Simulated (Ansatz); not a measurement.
## Geometry relaxation, with input and output: AlTiH3ClOF3 (part 2 of 2)

Continued. System: AlTiH3ClOF3. Method: RHF/def2-SVP (Ansatz 0.2.0). It belongs to a series of runs on one base structure; here: end point A relaxed.

Geometry of the input (Å):
```
Ti 0.2253  0.2055  -0.0691
Cl 0.3942  -0.2931  2.1956
F  1.8008  0.0696  -0.7084
F  -0.2742  1.8053  -0.3886
F  -0.7346  -0.9441  -0.9392
O  -2.6154  -0.1069  1.1453
Al -3.5834  -1.1144  0.1510
H  -3.7656  -2.6313  0.5441
H  -4.2790  -0.4131  -1.0831
H  -2.1750  -0.3157  1.9813
```

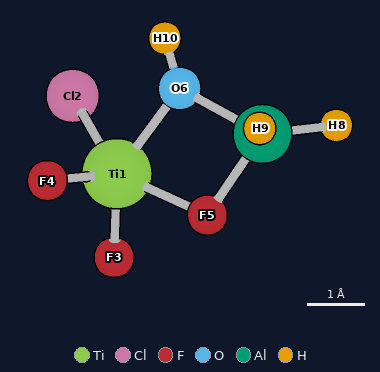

Figure 1. The geometry at step 14 of the log (ball-and-stick view, seen at a tilt; atoms are numbered from 1 in the order of the input).

### Trajectory as extended XYZ, continued
```
10
Properties=species:S:1:pos:R:3:forces:R:3 step=6 energy=-52367.03906
Ti   -0.2751    0.1187    0.1826    0.4197   0.1941   0.9973
Cl    0.5903   -0.3522    2.2022   -0.0770   0.1923  -0.3614
F     1.1661   -0.1363   -0.7245   -0.2879  -0.2594  -0.1208
F    -0.5355    1.7539   -0.1835    0.0726   0.2807   0.0207
F    -1.3543   -1.0817   -0.8496    1.3392  -0.2916  -0.9229
O    -2.1200   -0.0403    1.0533    0.0171  -0.1884   0.3699
Al   -2.9794   -1.1178   -0.1640   -1.5260  -0.0430   0.4483
H    -3.3874   -2.4752    0.5188    0.0850  -0.0699  -0.0500
H    -3.8641   -0.3456   -1.2049   -0.0892   0.0202   0.0242
H    -2.2472   -0.0617    1.9983    0.0464   0.1652  -0.4053
10
Properties=species:S:1:pos:R:3:forces:R:3 step=7 energy=-52367.14352
Ti   -0.2246    0.1469    0.2697   -0.6470  -0.5229  -0.6332
Cl    0.7442   -0.3372    2.2022   -0.2679   0.1811  -0.1645
F     1.1043   -0.2081   -0.7707   -0.4213   0.0082   0.2296
F    -0.4108    1.8102   -0.0490    0.1525  -0.0726   0.2006
F    -1.3459   -1.0841   -0.8926    0.6269   0.3351   0.3147
O    -2.1568   -0.0301    1.0013    0.4159  -0.0458   0.9365
Al   -3.0249   -1.1521   -0.1714    0.0641   0.0435  -0.2860
H    -3.3394   -2.5398    0.4879    0.0080  -0.0788   0.0648
H    -3.9648   -0.4055   -1.1761   -0.1433   0.0401  -0.0007
H    -2.3879    0.0617    1.9276    0.2120   0.1121  -0.6618
10
Properties=species:S:1:pos:R:3:forces:R:3 step=8 energy=-52367.21415
Ti   -0.2699    0.1235    0.2473    0.2066   0.3579  -0.0404
Cl    0.6360   -0.2869    2.2142    0.0917  -0.0512   0.0591
F     1.0258   -0.2589   -0.8035    0.3759  -0.0565  -0.0665
F    -0.3599    1.8158    0.0202   -0.0227  -0.0849  -0.0096
F    -1.2918   -1.0688   -0.9169   -0.6493   0.0081   0.2685
O    -2.1037   -0.0482    1.0056   -0.4299  -0.3182  -0.0787
Al   -3.0155   -1.1524   -0.1773    0.3296  -0.0580  -0.2254
H    -3.2946   -2.5538    0.4801    0.0248   0.0143  -0.0129
H    -3.9921   -0.4036   -1.1513    0.0025   0.0308   0.0463
H    -2.3411    0.0952    1.9106    0.0708   0.1577   0.0594
10
Properties=species:S:1:pos:R:3:forces:R:3 step=9 energy=-52367.24751
Ti   -0.2615    0.1325    0.2480    0.0687   0.0182  -0.0251
Cl    0.6616   -0.2853    2.2055   -0.0021   0.0014   0.0253
F     1.0549   -0.2718   -0.7825   -0.0260  -0.0053   0.0388
F    -0.3455    1.8213    0.0162   -0.0328  -0.0517  -0.0075
F    -1.3267   -1.0623   -0.9038   -0.0032   0.0391  -0.0782
O    -2.1170   -0.0618    1.0042   -0.1080  -0.1033   0.0870
Al   -3.0126   -1.1682   -0.1927    0.0112   0.0282   0.0528
H    -3.2766   -2.5760    0.4578    0.0012  -0.0066  -0.0429
H    -4.0151   -0.3935   -1.1227    0.0121  -0.0205   0.0155
H    -2.3685    0.1269    1.8988    0.0788   0.1005  -0.0656
10
Properties=species:S:1:pos:R:3:forces:R:3 step=10 energy=-52367.25410
Ti   -0.2594    0.1299    0.2484    0.0284  -0.0714  -0.0178
Cl    0.6599   -0.2884    2.2092   -0.0036   0.0192   0.0156
F     1.0620   -0.2821   -0.7723   -0.0403  -0.0064   0.0226
F    -0.3492    1.8156    0.0105   -0.0172   0.0135  -0.0080
F    -1.3360   -1.0501   -0.9115    0.0785   0.0499  -0.0405
O    -2.1143   -0.0657    1.0096   -0.0886  -0.0867   0.0990
Al   -3.0111   -1.1717   -0.1846   -0.0351   0.0217   0.0010
H    -3.2654   -2.5981    0.4275    0.0166   0.0084  -0.0040
H    -4.0235   -0.3948   -1.1005   -0.0104  -0.0008   0.0168
H    -2.3699    0.1674    1.8928    0.0716   0.0526  -0.0847
10
Properties=species:S:1:pos:R:3:forces:R:3 step=11 energy=-52367.25794
Ti   -0.2618    0.1281    0.2542    0.0581  -0.1104  -0.1427
Cl    0.6528   -0.2502    2.2277   -0.0118   0.0232   0.0088
F     1.0621   -0.3084   -0.7554   -0.0668  -0.0004   0.0737
F    -0.3521    1.8086   -0.0128   -0.0255   0.0194   0.0044
F    -1.3443   -1.0329   -0.9255    0.0640   0.0520  -0.0143
O    -2.1129   -0.0815    1.0123    0.0451  -0.0286   0.0918
Al   -3.0157   -1.1694   -0.1894   -0.0217   0.0005  -0.0311
H    -3.2597   -2.6054    0.4031    0.0128   0.0021  -0.0026
H    -4.0352   -0.3814   -1.0859   -0.0232   0.0053   0.0105
H    -2.3399    0.1544    1.9008   -0.0310   0.0368   0.0015
10
Properties=species:S:1:pos:R:3:forces:R:3 step=12 energy=-52367.26517
Ti   -0.2621    0.1145    0.2554    0.0737  -0.0674  -0.0854
Cl    0.6370   -0.1873    2.2564   -0.0221   0.0402  -0.0287
F     1.0799   -0.3666   -0.7084   -0.0848  -0.0117   0.0574
F    -0.3652    1.7863   -0.0569   -0.0089  -0.0006  -0.0002
F    -1.3576   -0.9933   -0.9617    0.0051   0.0500   0.0358
O    -2.1032   -0.1192    1.0244    0.1434   0.1076   0.1767
Al   -3.0183   -1.1671   -0.2001   -0.0568  -0.0175   0.0020
H    -3.2224   -2.6322    0.3388    0.0050   0.0256  -0.0351
H    -4.0788   -0.3473   -1.0208    0.0147  -0.0241  -0.0007
H    -2.3159    0.1741    1.9017   -0.0692  -0.1021  -0.1219
10
Properties=species:S:1:pos:R:3:forces:R:3 step=13 energy=-52367.27202
Ti   -0.2623    0.1034    0.2617    0.1618   0.0757  -0.1543
Cl    0.6269   -0.0685    2.2939   -0.0538   0.0341  -0.1295
F     1.0840   -0.4493   -0.6618   -0.1869   0.0143   0.1676
F    -0.3674    1.7629   -0.1220   -0.0044  -0.1601   0.0289
F    -1.3814   -0.9459   -0.9879   -0.0095   0.0782   0.0797
O    -2.0889   -0.1584    1.0486    0.2169   0.1207   0.1327
Al   -3.0301   -1.1518   -0.2028   -0.0405  -0.0997  -0.1044
H    -3.1999   -2.6549    0.2461   -0.0111   0.0975   0.0015
H    -4.1152   -0.3135   -0.9781    0.0549  -0.0224   0.0648
H    -2.2724    0.1377    1.9311   -0.1275  -0.1384  -0.0869
10
Properties=species:S:1:pos:R:3:forces:R:3 step=14 energy=-52367.28248
Ti   -0.2637    0.0958    0.2663    0.3995   0.3349  -0.2167
Cl    0.6050    0.1200    2.3391   -0.1448   0.0122  -0.3736
F     1.0939   -0.5692   -0.5798   -0.4943   0.1450   0.3819
F    -0.3706    1.7323   -0.2310    0.0263  -0.4993   0.1496
F    -1.4032   -0.8733   -1.0365   -0.0956   0.0700   0.2025
O    -2.0672   -0.2221    1.0746    0.4059   0.0759   0.0288
Al   -3.0337   -1.1389   -0.2247   -0.1177  -0.1048  -0.0917
H    -3.1930   -2.6753    0.1399    0.0219   0.2312  -0.0424
H    -4.1528   -0.2431   -0.8944    0.1457  -0.1034   0.0808
H    -2.2215    0.0355    1.9755   -0.1469  -0.1617  -0.1190
10
Properties=species:S:1:pos:R:3:forces:R:3 step=15 energy=-52367.30399
Ti   -0.2695    0.1083    0.2646    0.4942   0.2108  -0.2916
Cl    0.5984    0.1996    2.3306   -0.1231   0.0227  -0.2648
F     1.0905   -0.6152   -0.5331   -0.5849   0.2090   0.3627
F    -0.3599    1.7332   -0.2757   -0.0042  -0.5127   0.1570
F    -1.4170   -0.8519   -1.0421   -0.0808   0.1050   0.1480
O    -2.0517   -0.2490    1.0853    0.2664   0.0872   0.1461
Al   -3.0429   -1.1305   -0.2255    0.0147  -0.0974  -0.1473
H    -3.2003   -2.6707    0.1064   -0.0081   0.1876  -0.0102
H    -4.1527   -0.2180   -0.8835    0.1140  -0.0837   0.1033
H    -2.2017   -0.0439    2.0018   -0.0882  -0.1286  -0.2031
10
Properties=species:S:1:pos:R:3:forces:R:3 step=16 energy=-52367.33405
Ti   -0.2642    0.1159    0.2676    0.4353   0.2094  -0.3193
Cl    0.5481    0.3845    2.3274    0.0555  -0.0263  -0.0737
F     1.0716   -0.7169   -0.4646   -0.5496   0.2809   0.4168
F    -0.3406    1.7152   -0.3409    0.0037  -0.4092   0.0881
F    -1.4192   -0.7771   -1.0857   -0.2704  -0.0621   0.0798
O    -2.0116   -0.3074    1.0851    0.0317  -0.0663   0.5647
Al   -3.0252   -1.1263   -0.2622    0.0368   0.1982   0.0286
H    -3.2347   -2.6454    0.0810    0.0709  -0.0257  -0.0931
H    -4.1505   -0.1675   -0.8032    0.0695  -0.0588  -0.0352
H    -2.1806   -0.2132    2.0245    0.1167  -0.0400  -0.6567
10
Properties=species:S:1:pos:R:3:forces:R:3 step=17 energy=-52367.38130
Ti   -0.2756    0.1257    0.3027    0.4316  -0.0276  -0.3458
Cl    0.6077    0.5744    2.3082   -0.1663  -0.0704  -0.1375
F     0.9968   -0.8510   -0.3384   -0.3908   0.2701   0.2641
F    -0.3352    1.6802   -0.4058    0.0194  -0.2045   0.0456
F    -1.4618   -0.7007   -1.1175   -0.1509   0.0136   0.2067
O    -1.9804   -0.3792    1.1068    0.0863   0.0031   0.3516
Al   -3.0243   -1.1112   -0.2756    0.0673   0.0443  -0.1833
H    -3.2000   -2.6578   -0.0578    0.0286   0.0047  -0.0213
H    -4.1685   -0.1334   -0.7297    0.0208  -0.0142   0.0320
H    -2.1654   -0.2853    2.0360    0.0539  -0.0191  -0.2122
10
Properties=species:S:1:pos:R:3:forces:R:3 step=18 energy=-52367.36832 accepted=F
Ti   -0.2711    0.1472    0.2866    0.3448  -0.5728  -0.1635
Cl    0.4738    0.7106    2.3335    0.0232   0.0251  -0.3953
F     0.9444   -0.9865   -0.2108   -0.5769   0.6681   0.2632
F    -0.2977    1.6433   -0.5488    0.1415  -0.1896   0.2148
F    -1.5158   -0.6250   -1.1587    0.1348   0.1669   0.3851
O    -1.9099   -0.4494    1.1313   -0.1108  -0.0110  -0.5774
Al   -3.0167   -1.0859   -0.2719   -0.0003  -0.2561  -0.1439
H    -3.1335   -2.6667   -0.2048   -0.0583   0.2431   0.0355
H    -4.1924   -0.0776   -0.5799    0.0874  -0.0906   0.0859
H    -2.0880   -0.3482    2.0524    0.0145   0.0170   0.2955
10
Properties=species:S:1:pos:R:3:forces:R:3 step=19 energy=-52367.40640
Ti   -0.2806    0.1307    0.2913    0.1299   0.0600   0.0778
Cl    0.5564    0.6502    2.2951   -0.0569  -0.0129  -0.0359
F     0.9649   -0.9069   -0.2662   -0.1072   0.0349   0.0368
F    -0.2841    1.6582   -0.4726    0.0083  -0.0436  -0.0129
F    -1.4929   -0.6457   -1.1153    0.0371  -0.0051  -0.0878
O    -1.9590   -0.4126    1.1266   -0.0168  -0.0484  -0.0860
Al   -3.0243   -1.1051   -0.2851   -0.0268   0.0253   0.1491
H    -3.1699   -2.6622   -0.1355    0.0077   0.0033  -0.0219
H    -4.1861   -0.1192   -0.6649    0.0012  -0.0044   0.0148
H    -2.1311   -0.3257    2.0555    0.0236  -0.0091  -0.0339
10
Properties=species:S:1:pos:R:3:forces:R:3 step=20 energy=-52367.41202
Ti   -0.2777    0.1446    0.2983   -0.1297  -0.0958  -0.3018
Cl    0.5093    0.7135    2.2879    0.0722   0.0605   0.1826
F     0.9276   -0.9579   -0.2110   -0.0168   0.0247   0.0318
F    -0.2299    1.6446   -0.5204    0.0152  -0.0217   0.0260
F    -1.5121   -0.6011   -1.1317    0.0529   0.0292   0.0098
O    -1.9482   -0.4375    1.1197    0.1017   0.0533   0.0912
Al   -3.0206   -1.0990   -0.2790   -0.0348  -0.0222  -0.0530
H    -3.1480   -2.6603   -0.1894    0.0010  -0.0337   0.0011
H    -4.2042   -0.1197   -0.5975   -0.0265   0.0233   0.0043
H    -2.1029   -0.3654    2.0521   -0.0352  -0.0177   0.0080
10
Properties=species:S:1:pos:R:3:forces:R:3 step=21 energy=-52367.41491
Ti   -0.2816    0.1421    0.2943    0.0055   0.0050  -0.1014
Cl    0.5059    0.7454    2.2865    0.0087  -0.0014   0.0432
F     0.9191   -0.9753   -0.1922   -0.0345   0.0331   0.0195
F    -0.2167    1.6390   -0.5297    0.0025  -0.0418   0.0050
F    -1.5174   -0.5889   -1.1376    0.0424   0.0206   0.0252
O    -1.9422   -0.4452    1.1232    0.0405   0.0000  -0.0344
Al   -3.0208   -1.0994   -0.2845   -0.0566  -0.0125   0.0208
H    -3.1436   -2.6642   -0.2118    0.0065   0.0089  -0.0037
H    -4.2097   -0.1140   -0.5745    0.0043  -0.0061  -0.0028
H    -2.0998   -0.3778    2.0552   -0.0193  -0.0057   0.0286
10
Properties=species:S:1:pos:R:3:forces:R:3 step=22 energy=-52367.41552
Ti   -0.2832    0.1447    0.2907    0.0225  -0.0017  -0.0283
Cl    0.4985    0.7479    2.2891    0.0014   0.0018   0.0097
F     0.9162   -0.9757   -0.1873   -0.0072   0.0031   0.0024
F    -0.2047    1.6369   -0.5391   -0.0030  -0.0038  -0.0010
F    -1.5196   -0.5812   -1.1364    0.0056   0.0059   0.0061
O    -1.9401   -0.4474    1.1228   -0.0223  -0.0018   0.0044
Al   -3.0245   -1.0986   -0.2823    0.0095  -0.0025   0.0164
H    -3.1393   -2.6636   -0.2125   -0.0027   0.0022  -0.0066
H    -4.2140   -0.1151   -0.5722   -0.0016  -0.0018  -0.0001
H    -2.0961   -0.3860    2.0560   -0.0023  -0.0015  -0.0031
```
